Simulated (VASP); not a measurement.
## Driving VASP from ASE on Pd (Palladium)

Do ASE scripts that read Pd (Palladium) from different structure formats give one answer, and do several routes find one equilibrium volume? All runs use PBE. Left out of this account: 1 further run (self-consistent run: a reference on another mesh). The start is a cell from a database of measured crystal structures.

Calculated with VASP 6.6.1; PBE; plane waves and PAW (Pd).

### 1. Starting point

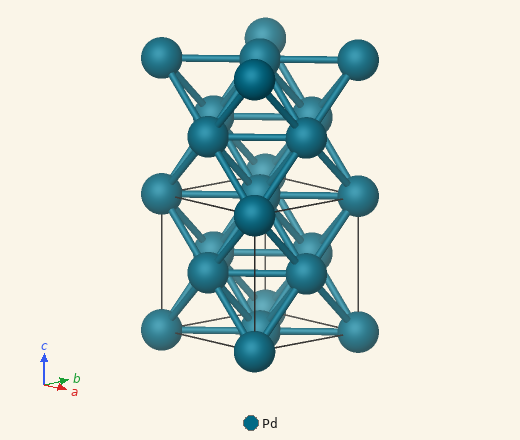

The cell as given, from a free direction (palladium blue). 1×1×2 cells are drawn. This picture shows the conventional cell, with its axes. Some periodic images of atoms are drawn too.

Coordinates:

```xyz
1
Lattice="0.0000 1.9465 1.9465 1.9465 0.0000 1.9465 1.9465 1.9465 0.0000" Properties=species:S:1:pos:R:3 pbc="T T T"
Pd    0.0000    0.0000    0.0000
```

### 2. Self-consistent run (PBE, through ASE)

A single point through ASE, with the structure typed into the script.

Contents of run.py:

```python
import numpy as np
from ase.calculators.vasp import Vasp
from ase import Atoms
from ase.dft.bandgap import bandgap

atoms = Atoms(['Pd'],
              cell=[[0.0, 1.9465, 1.9465], [1.9465, 0.0, 1.9465], [1.9465, 1.9465, 0.0]],
              scaled_positions=[[0.0, 0.0, 0.0]],
              pbc=True)

calc = Vasp(
    xc='pbe',
    pp='PBE',
    prec='Accurate',
    encut=400,
    ediff=1e-06,
    nelm=100,
    ismear=-1,
    sigma=0.05,
    lreal=False,
    algo='Normal',
    nbands=11,
    lasph=True,
    lorbit=11,
    lwave=False,
    lcharg=False,
    kpar=2,
    isif=2,
    pp_version='64',
    setups={'Pd': ''},
    kpts=(17, 17, 17),
    gamma=True,
    txt='vasp.out',
)
atoms.calc = calc

print("energy (eV):", round(atoms.get_potential_energy(), 6))
print("Fermi level (eV):", round(calc.get_fermi_level(), 4))
print("forces (eV/A):")
print(np.round(atoms.get_forces(), 4))
print("stress (GPa, Voigt, tension positive):", np.round(atoms.get_stress() * 160.21766, 3))
gap, p1, p2 = bandgap(calc, direct=False)
print("gap on the mesh (eV):", round(gap, 4))
```

PAW data sets: Pd (PBE family, release 64).

On the command line:

```bash
> export ASE_VASP_COMMAND="mpirun -np 2 vasp_std"
> python run.py
```

Output:

```text
energy (eV): -5.199983
Fermi level (eV): 9.7676
forces (eV/A):
[[ 0. -0.  0.]]
stress (GPa, Voigt, tension positive): [-6.4 -6.4 -6.4 -0.  -0.  -0. ]
gap on the mesh (eV): 0.0
```

Elapsed: 5 s, on 2 MPI ranks of Intel Xeon 6975P-C (Granite Rapids), shared host; peak memory 0.24 GiB; 8.1 s of CPU time.

The logs omit lines about the potential files and the build; timing stands in the text.

The INCAR that ASE wrote:

```
ENCUT = 400.000000
SIGMA = 0.050000
EDIFF = 1.00e-06
ALGO = Normal
GGA = PE
PREC = Accurate
ISIF = 2
ISMEAR = -1
KPAR = 2
LORBIT = 11
NBANDS = 11
NELM = 100
LASPH = .TRUE.
LCHARG = .FALSE.
LWAVE = .FALSE.
LREAL = .FALSE.
```

ASE turned this into the KPOINTS:

```
KPOINTS created by Atomic Simulation Environment
0
Gamma
17 17 17
0 0 0
```

vasp.out:

```text
[banner, memory and clock lines left out]
running    2 mpi-ranks, on    1 nodes
 distrk:  each k-point on    1 cores,    2 groups
 distr:  one band on    1 cores,    1 groups

 POSCAR found type information on POSCAR Pd
 POSCAR found :  1 types and       1 ions
 LDA part: xc-table for (Slater+PW92), standard interpolation
 POSCAR, INCAR and KPOINTS ok, starting setup
 FFT: planning ... GRIDC
 FFT: planning ... GRID_SOFT
 FFT: planning ... GRID
 WAVECAR not read
 entering main loop
       N       E                     dE             d eps       ncg     rms          rms(c)
DAV:   1     0.353070316455E+02    0.35307E+02   -0.43859E+03  3702   0.680E+02
DAV:   2    -0.506286868238E+01   -0.40370E+02   -0.39016E+02  4172   0.162E+02
DAV:   3    -0.549451029428E+01   -0.43164E+00   -0.43043E+00  4350   0.179E+01
DAV:   4    -0.549655482193E+01   -0.20445E-02   -0.20443E-02  4493   0.129E+00
DAV:   5    -0.549657737628E+01   -0.22554E-04   -0.22555E-04  4762   0.120E-01    0.776E+00
DAV:   6    -0.522473231960E+01    0.27185E+00   -0.10932E+00  4476   0.852E+00    0.381E+00
DAV:   7    -0.521467350204E+01    0.10059E-01   -0.24272E-02  4760   0.987E-01    0.198E+00
DAV:   8    -0.521096200357E+01    0.37115E-02   -0.15767E-03  4493   0.360E-01    0.100E-01
DAV:   9    -0.521092413643E+01    0.37867E-04   -0.25659E-04  4601   0.133E-01    0.298E-02
DAV:  10    -0.521092842860E+01   -0.42922E-05   -0.18579E-05  4542   0.374E-02    0.109E-02
DAV:  11    -0.521092729606E+01    0.11325E-05   -0.53696E-07  3109   0.690E-03    0.753E-04
DAV:  12    -0.521092736559E+01   -0.69537E-07   -0.21601E-08  2952   0.115E-03
   1 F= -.52109274E+01 E0= -.51999827E+01  d E =-.218892E-01
```

Parts of OUTCAR (step 2):

```text
ion  position               nearest neighbor table
   1  0.000  0.000  0.000-

  LATTYP: Found a face centered cubic cell.
 ALAT       =     3.8930000000

 Subroutine GETGRP returns: Found 48 space group operations
 (whereof 48 operations were pure point group operations)

The static configuration has the point symmetry O_h .

 Found    165 irreducible k-points:

   k-points           NKPTS =    165   k-points in BZ     NKDIM =    165   number of bands    NBANDS=     11

   dimension x,y,z NGX =    18 NGY =   18 NGZ =   18
   dimension x,y,z NGXF=    36 NGYF=   36 NGZF=   36

   ENCUT  =  400.0 eV  29.40 Ry    5.42 a.u.   4.49  4.49  4.49*2*pi/ulx,y,z

   NELECT =      10.0000    total number of electrons

 k-points in reciprocal lattice and weights: KPOINTS created by Atomic Simulation Env
   0.00000000  0.00000000  0.00000000       0.000
   0.05882353  0.00000000  0.00000000       0.002
   0.11764706  0.00000000  0.00000000       0.002
   0.17647059  0.00000000  0.00000000       0.002
   0.23529412  0.00000000  0.00000000       0.002
   0.29411765  0.00000000  0.00000000       0.002
   0.35294118  0.00000000  0.00000000       0.002
   0.41176471  0.00000000  0.00000000       0.002
   0.47058824  0.00000000  0.00000000       0.002
[...]
-0.29411765  0.47058824  0.17647059       0.005
  -0.29411765  0.47058824  0.23529412       0.005

 average (electrostatic) potential at core
       1 -70.5194

 E-fermi :   9.7676

 k-point     1 :       0.0000    0.0000    0.0000
  band No.  band energies     occupation
    ...
      2       6.9381      2.00000
      3       6.9381      2.00000
      4       6.9381      2.00000
      5       8.5479      2.00000
      6       8.5479      2.00000
      7      26.9775      0.00000
      8      31.7547      0.00000
      9      31.7547      0.00000
     10      31.7547      0.00000
     11      35.9942      0.00000

 k-point     2 :       0.0588    0.0000    0.0000
  band No.  band energies     occupation
    ...
      2       6.8934      2.00000
      3       6.9820      2.00000
      4       6.9820      2.00000
      5       8.5271      2.00000
      6       8.5271      2.00000
      7      27.1115      0.00000
      8      30.9140      0.00000
      9      31.8997      0.00000
     10      31.8997      0.00000
     11      36.0454      0.00000

 k-point     3 :       0.1176    0.0000    0.0000
  band No.  band energies     occupation
    ...
      2       6.7847      2.00000
      3       7.0941      2.00000
      4       7.0941      2.00000
      5       8.4854      2.00000
      6       8.4854      2.00000
      7      27.3900      0.00000
      8      29.2670      0.00000
      9      32.3080      0.00000
     10      32.3080      0.00000
     11      36.0715      0.00000

  Total        0.5892051      0.5892051      0.5892051      0.0000000      0.0000000      0.0000000
  in kB       64.0005779     64.0005779     64.0005779      0.0000000      0.0000000      0.0000000
  external PRESSURE =      64.0005779 kB  Pullay stress =       0.0000000 kB

  energy-cutoff  :      400.00
  volume of cell :       14.75
      direct lattice vectors                 reciprocal lattice vectors
     0.000000000  1.946500000  1.946500000    -0.256871307  0.256871307  0.256871307
     1.946500000  0.000000000  1.946500000     0.256871307 -0.256871307  0.256871307
     1.946500000  1.946500000  0.000000000     0.256871307  0.256871307 -0.256871307

 POSITION                                       TOTAL-FORCE (eV/Angst)
 -----------------------------------------------------------------------------------
      0.00000      0.00000      0.00000         0.000000     -0.000000      0.000000
 -----------------------------------------------------------------------------------
    total drift:                                0.000000     -0.000000     -0.000000

  FREE ENERGIE OF THE ION-ELECTRON SYSTEM (eV)
  ---------------------------------------------------
  free  energy   TOTEN  =        -5.2109273656 eV

  energy  without entropy=       -5.1890381295  energy(sigma->0) =       -5.19998275

 total charge
# of ion       s       p       d       tot
------------------------------------------
    1        0.492   0.478   8.470   9.441

[... 3 further parts left out ...]
```

At this level the cell is under a pressure of 6.4 GPa, so at these settings it is away from equilibrium.

This step gave:

| Property | Result |
| --- | --- |
| SCF cycles | 12 |
| electrons | 10 |
| bands | 11 |
| irreducible k-points | 165 |
| symmetry operations | 48 |
| free energy (TOTEN) | -5.211 eV |
| energy at zero smearing | -5.200 eV |
| Fermi energy | 9.768 eV |
| pressure | 6.400 GPa |
| metallic | yes |

The pressure is 6.40 GPa and the largest force 0.000 eV/Å, so the cell is not at a minimum at these settings.

(Continued in part 2 of 4.)

[Lines on the potential files, build, host, timing and source positions are cut from VASP's logs without a mark.]

[Logs are printed without paths, hosts, clocks, repeated set-up lines and the standing remarks that a program may print on its own settings, such as how far it seeks lower states.]

[Hosts, paths, dates, database ids (printed as entryN), source tags and the programs' standing remarks are cut or masked in the printed files.]

[A measured line is paired with the nearest computed mode of its activity, which favours agreement.]
